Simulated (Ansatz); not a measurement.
## HfH5O4F: molecular dynamics (part 4 of 4)

Continued. System: HfH5O4F. Method: RKS PBE0-D4/def2-SVP (Ansatz 0.2.0). It belongs to a series of runs on one base structure; here: dynamics from the highest image of the converged band.

Geometry of the input (Å):
```
Hf -0.0486  0.0048  0.1208
O  -0.0832  0.1505  2.2075
H  -0.4362  -0.2727  2.9901
O  1.6031  -0.4695  -0.7483
H  2.4498  -0.4636  -1.1870
O  -1.0973  1.2742  -0.8722
H  -1.5068  1.9410  -1.4165
O  -1.0801  -1.6222  0.0390
H  -1.5191  -2.4391  -0.1819
F  1.0531  1.7382  1.1567
H  0.6332  1.1986  1.9770
```

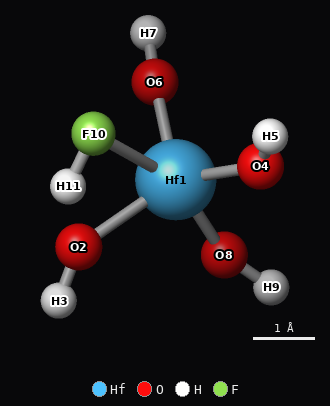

Fig. 1: The geometry at step 161 of the log (ball-and-stick view, seen at a tilt; atoms are numbered from 1 in the order of the input).

## Trajectory as extended XYZ, continued
```
11
Properties=species:S:1:pos:R:3:forces:R:3 step=122 time_fs=61.0 energy=-12280.61851 temperature=52.0
Hf   -0.0832    0.0099    0.1238    0.4654  -1.0596   0.6558
O    -0.0786    0.1749    2.2041    0.0942   0.1724  -0.3443
H    -0.1720   -0.4364    2.9365   -0.0614  -0.0112  -0.0177
O     1.6168   -0.4597   -0.6841    0.3308   0.2400  -0.2151
H     2.4420   -0.1321   -1.0646   -0.4343  -0.1668   0.2086
O    -1.0662    1.2687   -0.9168   -0.2049   0.2741  -0.0986
H    -1.5896    1.8789   -1.4232   -0.0994   0.1313  -0.1137
O    -0.9930   -1.7114   -0.0058    0.2064   0.8949   0.1840
H    -1.1711   -2.5708   -0.3651   -0.0580  -0.3260  -0.1418
F     1.2250    1.7396    1.1593   -0.1536   0.0060   0.0424
H     0.8324    1.2605    1.9567   -0.0852  -0.1551  -0.1596
11
Properties=species:S:1:pos:R:3:forces:R:3 step=127 time_fs=63.5 energy=-12280.58747 temperature=26.5
Hf   -0.0835    0.0089    0.1238    0.4770  -0.9448   0.5773
O    -0.0774    0.1772    2.2043    0.0588   0.0988  -0.3210
H    -0.1894   -0.4301    2.9394   -0.0261   0.0632  -0.0773
O     1.6189   -0.4575   -0.6844   -0.8718  -0.2347   0.3231
H     2.4254   -0.1210   -1.0355    0.7623   0.3071  -0.3257
O    -1.0671    1.2697   -0.9152   -0.9940   1.1944  -0.8754
H    -1.6031    1.8961   -1.4409    0.7113  -0.8191   0.6839
O    -0.9940   -1.7077   -0.0068   -0.1288  -0.7921  -0.4610
H    -1.1544   -2.6051   -0.3713    0.2446   1.2831   0.5058
F     1.2289    1.7412    1.1592   -0.2102  -0.0824   0.0327
H     0.8235    1.2447    1.9443   -0.0231  -0.0734  -0.0625
11
Properties=species:S:1:pos:R:3:forces:R:3 step=132 time_fs=66.0 energy=-12280.62956 temperature=61.5
Hf   -0.0837    0.0077    0.1240    0.3776  -0.7230   0.4123
O    -0.0759    0.1800    2.2032    0.0264   0.1013  -0.4272
H    -0.2085   -0.4207    2.9385   -0.0066   0.0333  -0.0006
O     1.6186   -0.4558   -0.6838    0.0002   0.0969  -0.0519
H     2.4418   -0.0965   -1.0203   -0.1015  -0.0476   0.0471
O    -1.0710    1.2745   -0.9162    0.1726  -0.1970   0.2860
H    -1.5843    1.8762   -1.4278   -0.3631   0.4416  -0.3776
O    -0.9954   -1.7060   -0.0091    0.1572   0.7712   0.1754
H    -1.1263   -2.5798   -0.3542   -0.0508  -0.3385  -0.1371
F     1.2322    1.7426    1.1592   -0.2625  -0.1743  -0.0038
H     0.8133    1.2247    1.9285    0.0505   0.0362   0.0774
11
Properties=species:S:1:pos:R:3:forces:R:3 step=137 time_fs=68.5 energy=-12280.61311 temperature=47.9
Hf   -0.0838    0.0062    0.1243    0.2958  -0.4335   0.2393
O    -0.0743    0.1831    2.2006   -0.0055   0.0753  -0.4548
H    -0.2280   -0.4092    2.9374    0.0098   0.0203   0.0499
O     1.6180   -0.4538   -0.6834    0.6277   0.3361  -0.2882
H     2.4543   -0.0742   -1.0035   -0.6994  -0.3155   0.2728
O    -1.0746    1.2788   -0.9164    0.3634  -0.4441   0.4893
H    -1.5821    1.8768   -1.4324   -0.4671   0.5664  -0.4887
O    -0.9962   -1.7015   -0.0108    0.1975   1.3374   0.4229
H    -1.1000   -2.5710   -0.3436   -0.1365  -1.0328  -0.3925
F     1.2346    1.7434    1.1593   -0.3025  -0.2608  -0.0100
H     0.8061    1.2069    1.9169    0.1169   0.1514   0.1601
11
Properties=species:S:1:pos:R:3:forces:R:3 step=141 time_fs=70.5 energy=-12280.61869 temperature=52.7
Hf   -0.0837    0.0049    0.1246    0.2854  -0.1759   0.1245
O    -0.0730    0.1858    2.1973   -0.0376  -0.0104  -0.3332
H    -0.2432   -0.3990    2.9383    0.0324   0.0745  -0.0066
O     1.6190   -0.4514   -0.6837   -0.2742  -0.0858   0.0583
H     2.4391   -0.0677   -0.9801    0.2330   0.0948  -0.0827
O    -1.0767    1.2813   -0.9155   -0.6184   0.7122  -0.5228
H    -1.5987    1.8996   -1.4551    0.5650  -0.6579   0.5740
O    -0.9963   -1.6948   -0.0112   -0.0904  -0.6936  -0.2810
H    -1.0843   -2.6017   -0.3495    0.0725   0.8289   0.3047
F     1.2358    1.7434    1.1593   -0.3070  -0.3017   0.0056
H     0.8052    1.1987    1.9142    0.1395   0.2149   0.1589
11
Properties=species:S:1:pos:R:3:forces:R:3 step=146 time_fs=73.0 energy=-12280.62625 temperature=59.0
Hf   -0.0836    0.0033    0.1250    0.2174   0.1634   0.0061
O    -0.0716    0.1891    2.1920   -0.0455  -0.0548  -0.2144
H    -0.2604   -0.3823    2.9391    0.0297   0.0747  -0.0163
O     1.6192   -0.4488   -0.6838   -0.6095  -0.2783   0.1678
H     2.4342   -0.0536   -0.9556    0.6109   0.2691  -0.2064
O    -1.0810    1.2864   -0.9157   -0.2723   0.2924  -0.1767
H    -1.5932    1.8975   -1.4569    0.3128  -0.3630   0.3226
O    -0.9968   -1.6885   -0.0125   -0.1291  -0.8494  -0.2842
H    -1.0616   -2.6000   -0.3424    0.0380   0.8057   0.2912
F     1.2365    1.7427    1.1593   -0.2623  -0.2858   0.0183
H     0.8112    1.2000    1.9190    0.1098   0.2260   0.0920
11
Properties=species:S:1:pos:R:3:forces:R:3 step=151 time_fs=75.5 energy=-12280.60417 temperature=40.8
Hf   -0.0834    0.0017    0.1255    0.1001   0.4730  -0.0566
O    -0.0703    0.1922    2.1860   -0.0213  -0.0284  -0.1519
H    -0.2762   -0.3615    2.9394   -0.0121  -0.0004   0.0498
O     1.6177   -0.4469   -0.6836    0.6944   0.2962  -0.2542
H     2.4562   -0.0281   -0.9404   -0.6324  -0.3360   0.1904
O    -1.0861    1.2922   -0.9163    0.9017  -1.1274   1.0745
H    -1.5744    1.8803   -1.4453   -0.7639   0.9313  -0.8329
O    -0.9976   -1.6845   -0.0146   -0.0244   1.1923   0.4536
H    -1.0373   -2.5633   -0.3224   -0.1121  -1.3795  -0.4699
F     1.2364    1.7410    1.1593   -0.1515  -0.1720  -0.0107
H     0.8236    1.2144    1.9292    0.0215   0.1508   0.0081
11
Properties=species:S:1:pos:R:3:forces:R:3 step=156 time_fs=78.0 energy=-12280.63737 temperature=68.2
Hf   -0.0831    0.0002    0.1259    0.0729   0.7040  -0.0629
O    -0.0691    0.1952    2.1794   -0.0363  -0.0787   0.0551
H    -0.2925   -0.3403    2.9419   -0.0290   0.0047  -0.0101
O     1.6183   -0.4442   -0.6841    0.3452   0.0956  -0.1382
H     2.4498   -0.0183   -0.9170   -0.2177  -0.1484   0.0510
O    -1.0886    1.2949   -0.9137   -0.1052   0.1011  -0.0366
H    -1.5877    1.9025   -1.4689    0.2797  -0.3346   0.3091
O    -0.9987   -1.6775   -0.0155   -0.1804  -0.5225  -0.0933
H    -1.0183   -2.5857   -0.3223   -0.0450   0.1448   0.0570
F     1.2358    1.7388    1.1593    0.0079   0.0184  -0.0967
H     0.8371    1.2376    1.9401   -0.0921   0.0156  -0.0343
11
Properties=species:S:1:pos:R:3:forces:R:3 step=161 time_fs=80.5 energy=-12280.59857 temperature=35.8
Hf   -0.0828   -0.0010    0.1263    0.0586   0.8598  -0.0861
O    -0.0681    0.1979    2.1730   -0.0708  -0.1267   0.2499
H    -0.3105   -0.3188    2.9438   -0.0371   0.0141  -0.0739
O     1.6199   -0.4412   -0.6850   -0.6602  -0.4211   0.1317
H     2.4346   -0.0150   -0.8913    0.8233   0.3686  -0.2279
O    -1.0912    1.2975   -0.9110   -0.3601   0.4277  -0.3471
H    -1.5895    1.9108   -1.4795    0.5660  -0.6938   0.6461
O    -1.0004   -1.6722   -0.0167   -0.2444  -1.6942  -0.4417
H    -1.0025   -2.6040   -0.3206   -0.0436   1.1817   0.3898
F     1.2353    1.7367    1.1590    0.1445   0.1950  -0.1935
H     0.8452    1.2617    1.9491   -0.1763  -0.1110  -0.0473
11
Properties=species:S:1:pos:R:3:forces:R:3 step=166 time_fs=83.0 energy=-12280.60583 temperature=41.7
Hf   -0.0825   -0.0019    0.1266   -0.0038   0.9439  -0.1496
O    -0.0673    0.2002    2.1675   -0.0766  -0.0860   0.2861
H    -0.3308   -0.2969    2.9421   -0.0719  -0.0480  -0.0032
O     1.6198   -0.4395   -0.6857    0.4569   0.1357  -0.1480
H     2.4553    0.0035   -0.8760   -0.2822  -0.2024   0.0462
O    -1.0946    1.3011   -0.9089    0.8532  -1.0806   1.0443
H    -1.5658    1.8879   -1.4610   -0.6061   0.7602  -0.7063
O    -1.0031   -1.6721   -0.0191   -0.2139   0.3982   0.2184
H    -0.9894   -2.5688   -0.3010   -0.0603  -0.9280  -0.2790
F     1.2351    1.7352    1.1582    0.1924   0.2764  -0.2122
H     0.8432    1.2795    1.9551   -0.1877  -0.1693  -0.0966
11
Properties=species:S:1:pos:R:3:forces:R:3 step=171 time_fs=85.5 energy=-12280.61782 temperature=51.6
Hf   -0.0822   -0.0025    0.1269    0.0248   0.9273  -0.2277
O    -0.0668    0.2021    2.1630   -0.1110  -0.0830   0.3794
H    -0.3553   -0.2774    2.9398   -0.0686  -0.0456   0.0006
O     1.6211   -0.4374   -0.6868    0.7455   0.2834  -0.1980
H     2.4644    0.0126   -0.8593   -0.5775  -0.3566   0.0996
O    -1.0954    1.3014   -0.9037    0.3114  -0.4106   0.4181
H    -1.5678    1.8977   -1.4728   -0.0828   0.1103  -0.0968
O    -1.0065   -1.6714   -0.0211   -0.2147   0.1214   0.1320
H    -0.9797   -2.5756   -0.2938   -0.0550  -0.6535  -0.1884
F     1.2356    1.7345    1.1566    0.1597   0.2695  -0.1602
H     0.8302    1.2875    1.9552   -0.1319  -0.1625  -0.1585
11
Properties=species:S:1:pos:R:3:forces:R:3 step=176 time_fs=88.0 energy=-12280.59256 temperature=30.8
Hf   -0.0819   -0.0028    0.1272    0.1110   0.8063  -0.3274
O    -0.0667    0.2037    2.1601   -0.1826  -0.1269   0.4915
H    -0.3836   -0.2604    2.9371   -0.0235   0.0134  -0.0608
O     1.6246   -0.4345   -0.6886   -0.5682  -0.3637   0.0792
H     2.4479    0.0050   -0.8383    0.6929   0.3055  -0.1530
O    -1.0952    1.3003   -0.8969   -0.4770   0.5906  -0.5359
H    -1.5746    1.9134   -1.4897    0.6581  -0.8357   0.8141
O    -1.0107   -1.6708   -0.0226   -0.1570  -1.7470  -0.4036
H    -0.9736   -2.6133   -0.2955   -0.1007   1.2548   0.3614
F     1.2366    1.7347    1.1546    0.0899   0.2193  -0.1304
H     0.8096    1.2859    1.9462   -0.0428  -0.1166  -0.1352
11
Properties=species:S:1:pos:R:3:forces:R:3 step=180 time_fs=90.0 energy=-12280.63397 temperature=65.3
Hf   -0.0817   -0.0028    0.1273    0.1208   0.6507  -0.4138
O    -0.0671    0.2047    2.1590   -0.2075  -0.1191   0.4306
H    -0.4075   -0.2466    2.9328   -0.0177   0.0126  -0.0132
O     1.6264   -0.4329   -0.6899   -0.3990  -0.2438   0.0534
H     2.4563    0.0078   -0.8266    0.4704   0.1921  -0.1040
O    -1.0959    1.3005   -0.8926    0.1890  -0.2722   0.2914
H    -1.5567    1.8966   -1.4745   -0.0279   0.0449  -0.0317
O    -1.0145   -1.6743   -0.0248   -0.1134  -0.7294  -0.1261
H    -0.9728   -2.6009   -0.2847   -0.0742   0.3587   0.0983
F     1.2375    1.7353    1.1526    0.0236   0.1626  -0.1412
H     0.7909    1.2796    1.9333    0.0358  -0.0572  -0.0438
11
Properties=species:S:1:pos:R:3:forces:R:3 step=185 time_fs=92.5 energy=-12280.60276 temperature=39.6
Hf   -0.0813   -0.0027    0.1273    0.1310   0.3912  -0.4777
O    -0.0684    0.2055    2.1590   -0.2127  -0.0981   0.2953
H    -0.4385   -0.2287    2.9272   -0.0237   0.0016   0.0706
O     1.6278   -0.4314   -0.6914    0.7289   0.3592  -0.1136
H     2.4837    0.0174   -0.8161   -0.7188  -0.4107   0.0851
O    -1.0960    1.2996   -0.8859    0.7193  -0.9837   0.9938
H    -1.5396    1.8830   -1.4622   -0.6086   0.8123  -0.7833
O    -1.0197   -1.6802   -0.0276   -0.0848   1.2813   0.3897
H    -0.9752   -2.5790   -0.2693    0.0034  -1.4655  -0.3968
F     1.2388    1.7366    1.1498   -0.0634   0.0763  -0.1536
H     0.7699    1.2689    1.9154    0.1294   0.0361   0.0906
11
Properties=species:S:1:pos:R:3:forces:R:3 step=190 time_fs=95.0 energy=-12280.62629 temperature=59.1
Hf   -0.0809   -0.0024    0.1271    0.2326   0.0828  -0.4635
O    -0.0704    0.2059    2.1603   -0.2469  -0.1257   0.2869
H    -0.4705   -0.2103    2.9250    0.0256   0.0543   0.0202
O     1.6314   -0.4290   -0.6933   -0.0165   0.0158   0.0188
H     2.4786    0.0078   -0.8023   -0.0272  -0.0503  -0.0220
O    -1.0940    1.2958   -0.8762   -0.4778   0.5926  -0.5380
H    -1.5486    1.9043   -1.4832    0.4812  -0.6315   0.6448
O    -1.0251   -1.6830   -0.0295    0.0444  -0.6741  -0.1367
H    -0.9783   -2.6197   -0.2710   -0.0683   0.6320   0.1501
F     1.2399    1.7380    1.1464   -0.1438  -0.0188  -0.1254
H     0.7565    1.2604    1.9026    0.1968   0.1228   0.1648
11
Properties=species:S:1:pos:R:3:forces:R:3 step=195 time_fs=97.5 energy=-12280.62040 temperature=54.2
Hf   -0.0804   -0.0021    0.1268    0.2889  -0.2150  -0.3831
O    -0.0733    0.2058    2.1625   -0.2259  -0.0997   0.2246
H    -0.5012   -0.1890    2.9243    0.0468   0.0659   0.0020
O     1.6347   -0.4265   -0.6950   -0.8934  -0.3684   0.1459
H     2.4732   -0.0043   -0.7897    0.7901   0.3560  -0.1223
O    -1.0933    1.2937   -0.8680   -0.3552   0.4300  -0.3683
H    -1.5363    1.8977   -1.4753    0.2776  -0.3671   0.3888
O    -1.0304   -1.6875   -0.0316    0.1304  -0.8721  -0.2039
H    -0.9851   -2.6338   -0.2667   -0.0703   1.0055   0.2329
F     1.2405    1.7395    1.1427   -0.1994  -0.0999  -0.0643
H     0.7546    1.2591    1.8992    0.2105   0.1647   0.1477
11
Properties=species:S:1:pos:R:3:forces:R:3 step=200 time_fs=100.0 energy=-12280.60942 temperature=45.2
Hf   -0.0798   -0.0019    0.1264    0.2686  -0.4813  -0.2137
O    -0.0771    0.2054    2.1656   -0.1260  -0.0045   0.0759
H    -0.5294   -0.1640    2.9241    0.0074   0.0155   0.0602
O     1.6355   -0.4250   -0.6964    0.3487   0.2510   0.0082
H     2.5024   -0.0013   -0.7831   -0.4845  -0.2594   0.0214
O    -1.0937    1.2928   -0.8608    0.5391  -0.8076   0.8786
H    -1.5123    1.8760   -1.4512   -0.6775   0.9519  -0.9329
O    -1.0352   -1.6944   -0.0343    0.1502   1.5801   0.3531
H    -0.9956   -2.6027   -0.2521    0.0191  -1.2544  -0.3154
F     1.2405    1.7406    1.1388   -0.1973  -0.1260  -0.0023
H     0.7649    1.2672    1.9044    0.1520   0.1347   0.0670
```
